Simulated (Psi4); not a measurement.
# Single-point calculation, with input and output: InCl3

The run: single-point calculation of InCl3, SMILES [Cl][In]([Cl])[Cl]. Method and program: M06-L/def2-SVP, RKS, core potentials def2 (Psi4 1.11).

The geometry comes from this level: PBE0-D4/def2-TZVP.

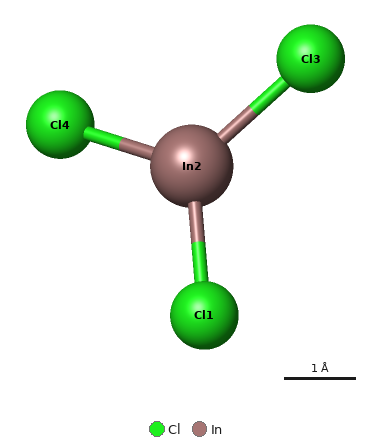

**Figure 1.** The structure (ball-and-stick view, seen at a tilt; atoms are numbered from 1 in the order of the input). Sticks mark near contacts. Bond lengths as drawn: Cl–In 2.29 Å.

Results in brief:

| quantity | value |
| --- | --- |
| outcome | converged |
| total energy | −1570.608954 hartree |
| basis functions | 80 |
| HOMO | −8.19 eV |
| LUMO | −3.48 eV |
| dipole moment | 0.00 D |
| hardware | 1 thread of Intel Xeon (Sapphire Rapids), 16 GiB of memory available, shared host |
| wall time | 21 s |
| peak memory | 0.99 GiB |

Input (cl3in.inp):
```
memory 1.6 GB

molecule {
  0 1
  Cl    -0.202900     0.521500     2.213600
  In     0.014400    -0.014800    -0.005300
  Cl     1.015900    -1.985200    -0.615300
  Cl    -0.772000     1.418300    -1.613200
  symmetry c1
}

set basis def2-SVP
set reference rks
set puream true
set scf_type pk
set dft_radial_points 150
set dft_spherical_points 974

E, wfn = energy("m06-l", return_wfn=True)
```

Run as:
```bash
psi4 cl3in.inp cl3in.out -n 1
```

What the program printed:
```
Psi4 1.11 release

   => Loading Basis Set <=

    Name: DEF2-SVP
    Role: ORBITAL
    Keyword: BASIS

    !!!  WARNING: ECP capability is in beta. Please check occupations closely.  !!!

         ---------------------------------------------------------
                                   SCF
                              RKS Reference
                        1 Threads,   1525 MiB Core
         ---------------------------------------------------------

  ==> Geometry <==

    Molecular point group: c1
    Full point group: C1

    Geometry (in Angstrom), charge = 0, multiplicity = 1:

       Center              X                  Y                   Z               Mass
    ------------   -----------------  -----------------  -----------------  -----------------
         CL          -0.216950009904     0.536459086407     2.218740913593    34.968852682000
         IN           0.000349990096     0.000159086407    -0.000159086407   114.903878776000
         CL           1.001849990096    -1.970240913593    -0.610159086407    34.968852682000
         CL          -0.786050009904     1.433259086407    -1.608059086407    34.968852682000

  Running in c1 symmetry.

  Rotational constants: A =      0.06114  B =      0.06111  C =      0.03056 [cm^-1]
  Rotational constants: A =   1832.79852  B =   1832.15460  C =    916.23837 [MHz]
  Nuclear repulsion =  362.685155561282500

  Charge       = 0
  Multiplicity = 1
  Electrons    = 72
  Nalpha       = 36
  Nbeta        = 36

  ==> Algorithm <==

  SCF Algorithm Type is PK.
  DIIS enabled.
  MOM disabled.
  Fractional occupation disabled.
  Guess Type is SAD.
  Energy threshold   = 1.00e-06
  Density threshold  = 1.00e-06
  Integral threshold = 1.00e-12

  ==> Primary Basis <==

  Basis Set: DEF2-SVP
    Blend: DEF2-SVP
    Number of shells: 34
    Number of basis functions: 80
    Number of Cartesian functions: 85
    Spherical Harmonics?: true
    Max angular momentum: 2

  Core potential: DEF2-SVP
    Number of shells: 4
    Number of ECP primitives: 18
    Number of ECP core electrons: 28
    Max angular momentum: 3

  ==> DFT Potential <==

   => LibXC <=

    Version 7.1.2

   => Composite Functional: M06-L <=

    M06-L Meta-GGA XC Functional

    Deriv               =              1
    GGA                 =           TRUE
    Meta                =           TRUE

    Exchange Hybrid     =          FALSE
    MP2 Hybrid          =          FALSE

   => Exchange Functionals <=

    1.0000   XC_MGGA_X_M06_L

   => Correlation Functionals <=

    1.0000   XC_MGGA_C_M06_L

   => LibXC Density Thresholds  <==

    XC_MGGA_C_M06_L:  1.00E-12
    XC_MGGA_X_M06_L:  1.00E-15

   => Molecular Quadrature <=

    Radial Scheme          =       TREUTLER
    Pruning Scheme         =           NONE
    Nuclear Scheme         =       TREUTLER

    Blocking Scheme        =         OCTREE
    BS radius alpha        =              1
    Pruning alpha          =              1
    Radial Points          =            150
    Spherical Points       =            974
    Total Points           =         547184
    Total Blocks           =           4039
    Max Points             =            256
    Max Functions          =             73
    Weights Tolerance      =       1.00E-15

  ==> Integral Setup <==

  Using in-core PK algorithm.
   Calculation information:
      Number of atoms:                   4
      Number of AO shells:              34
      Number of primitives:             77
      Number of atomic orbitals:        85
      Number of basis functions:        80

      Integral cutoff                 1.00e-12
      Number of threads:                 1

  Performing in-core PK
  Using 10500840 doubles for integral storage.
  We computed 132812 shell quartets total.
  Whereas there are 177310 unique shell quartets.

  ==> DiskJK: Disk-Based J/K Matrices <==

    J tasked:                  Yes
    K tasked:                   No
    wK tasked:                  No
    Memory [MiB]:              312
    Schwarz Cutoff:          1E-12

  Cached 33.3% of DFT collocation blocks in 0.639 [GiB].

  Minimum eigenvalue in the overlap matrix is 3.1679211173E-02.
  Reciprocal condition number of the overlap matrix is 9.3722231128E-03.
    Using symmetric orthogonalization.

  ==> Pre-Iterations <==

  SCF Guess: Superposition of Atomic Densities via on-the-fly atomic UHF (no occupation information).

   -------------------------
    Irrep   Nso     Nmo
   -------------------------
     A         80      80
   -------------------------
    Total      80      80
   -------------------------

  ==> Iterations <==

                        Total Energy        Delta E     RMS |[F,P]|

   @RKS iter SAD: -1569.63337735757204   -1.56963e+03   0.00000e+00
   @RKS iter   1: -1570.52248726808193   -8.89110e-01   5.37397e-03 ADIIS/DIIS
   @RKS iter   2: -1570.55550590246412   -3.30186e-02   4.13051e-03 ADIIS/DIIS
   @RKS iter   3: -1570.60685801545537   -5.13521e-02   7.17546e-04 ADIIS/DIIS
   @RKS iter   4: -1570.60890602489371   -2.04801e-03   1.08112e-04 ADIIS/DIIS
   @RKS iter   5: -1570.60895176339613   -4.57385e-05   2.51689e-05 DIIS
   @RKS iter   6: -1570.60895364593262   -1.88254e-06   1.14924e-05 DIIS
   @RKS iter   7: -1570.60895407338194   -4.27449e-07   6.05151e-06 DIIS
   @RKS iter   8: -1570.60895423524562   -1.61864e-07   4.28554e-07 DIIS
  Energy and wave function converged.

  ==> Post-Iterations <==

   Electrons on quadrature grid:
      Ntotal   =   72.0000003548 ; deviation = 3.548e-07

    Orbital Energies [Eh]
    ---------------------

    Doubly Occupied:

       1A   -101.146539     2A   -101.146521     3A   -101.146487
       4A     -9.415571     5A     -9.415568     6A     -9.415527
       7A     -7.126010     8A     -7.126006     9A     -7.125965
      10A     -7.119347    11A     -7.119342    12A     -7.119302
      13A     -7.118632    14A     -7.118627    15A     -7.118587
      16A     -4.667250    17A     -3.089640    18A     -3.080737
      19A     -3.080737    20A     -0.823594    21A     -0.823113
      22A     -0.823101    23A     -0.793124    24A     -0.793123
      25A     -0.764363    26A     -0.748281    27A     -0.748254
      28A     -0.435480    29A     -0.359960    30A     -0.359929
      31A     -0.325784    32A     -0.307299    33A     -0.307269
      34A     -0.306219    35A     -0.306206    36A     -0.300852

    Virtual:

      37A     -0.127977    38A     -0.079889    39A      0.039084
      40A      0.039146    41A      0.118713    42A      0.134862
      43A      0.152865    44A      0.152890    45A      0.269864
      46A      0.269868    47A      0.344433    48A      0.380467
      49A      0.380521    50A      0.592871    51A      0.592941
      52A      0.631649    53A      0.714265    54A      0.739053
      55A      0.739056    56A      0.741555    57A      0.741583
      58A      0.742460    59A      0.745352    60A      0.753314
      61A      0.777173    62A      0.777182    63A      0.791773
      64A      0.794165    65A      0.794177    66A      0.903047
      67A      0.904962    68A      0.905003    69A      0.964912
      70A      0.964962    71A      0.976450    72A      1.090603
      73A      1.090657    74A      1.245924    75A      1.265754
      76A      1.265770    77A     15.829247    78A     16.855892
      79A     16.856277    80A     61.031280

    Final Occupation by Irrep:
              A
    DOCC [    36 ]
    NA   [    36 ]
    NB   [    36 ]

  @RKS Final Energy: -1570.60895423524562

   => Energetics <=

    Nuclear Repulsion Energy =            362.6851555612824995
    One-Electron Energy =               -2964.3147874019796291
    Two-Electron Energy =                1132.8419979895074903
    DFT Exchange-Correlation Energy =    -101.8213203840560652
    Empirical Dispersion Energy =           0.0000000000000000
    VV10 Nonlocal Energy =                  0.0000000000000000
    Total Energy =                      -1570.6089542352456192

Computation Completed

Properties will be evaluated at   0.000000,   0.000000,   0.000000 [a0]

Properties computed using the SCF density matrix

 Multipole Moments:

 ------------------------------------------------------------------------------------
     Multipole            Electronic (a.u.)      Nuclear  (a.u.)        Total (a.u.)
 ------------------------------------------------------------------------------------

 L = 1.  Multiply by 2.5417464519 to convert [e a0] to [Debye]
 Dipole X            :          0.0243621           -0.0230560            0.0013061
 Dipole Y            :          0.0109947           -0.0104800            0.0005147
 Dipole Z            :         -0.0113883            0.0104800           -0.0009083
 Magnitude           :                                                    0.0016720

 ------------------------------------------------------------------------------------

	total time  =         20 seconds =       0.33 minutes

    Psi4 run time: 0:00:19.80
```

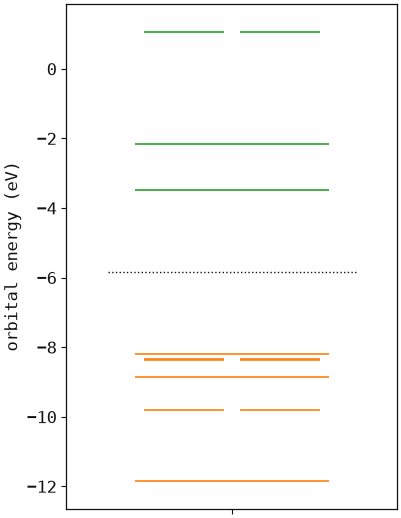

**Figure 2.** Orbital energies near the frontier; the dotted line parts filled from empty levels, and levels within 0.02 eV of each other stand side by side. Highest filled −8.19 eV, lowest empty −3.48 eV, 4.71 eV apart.
